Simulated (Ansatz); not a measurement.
A family of molecules: the atomisation energy (no zero-point term)

Gas-phase molecules, one atom swapped for its congeners: C4H4Si `C#C[SiH2]C#C`; C4H4Ge `C#[C][GeH2][C]#C`; C4H4Sn `C#[C][SnH2][C]#C`. All are singlets with charge 0.

Shapes, held fixed at every level: PBE0-D4/def2-TZVP. Programs: Ansatz 0.2.0. Values in eV.

| level | C4H4Si | C4H4Ge | C4H4Sn |
| --- | --- | --- | --- |
| HF/def2-SVP | 29.48 | 27.90 | 26.23 |
| r2SCAN-D4/def2-TZVPP | 39.98 | 38.36 | 36.71 |
| B2PLYP/def2-TZVPP | 39.73 | 38.10 | 36.50 |
| MP2/def2-TZVPP | 39.99 | 38.59 | 36.87 |
| CCSD(T)/def2-SVP | 37.94 | 36.55 | 34.92 |
| CCSD(T)/def2-TZVPP | 38.86 | 37.54 | 36.01 |

At CCSD(T)/def2-TZVPP the atomisation energy falls at every step, from 38.86 to 36.01 eV. Every level shows the same order. For atoms past krypton def2 sets carry core potentials with scalar relativity. Relativity is left out for Ge. Outer-core shells of Ge, Sn are correlated in most correlated rows, in sets that cover them unevenly. Spin-orbit coupling, which grows down the group, is left out (summed over each molecule's free atoms 0.03, 0.13, 0.32 eV). Coupled cluster in double- or triple-zeta sets underbinds by a few per cent against its basis-set limit.

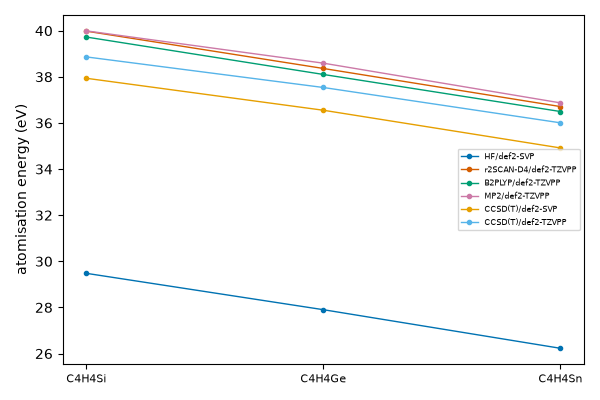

The trend along the series, level by level.
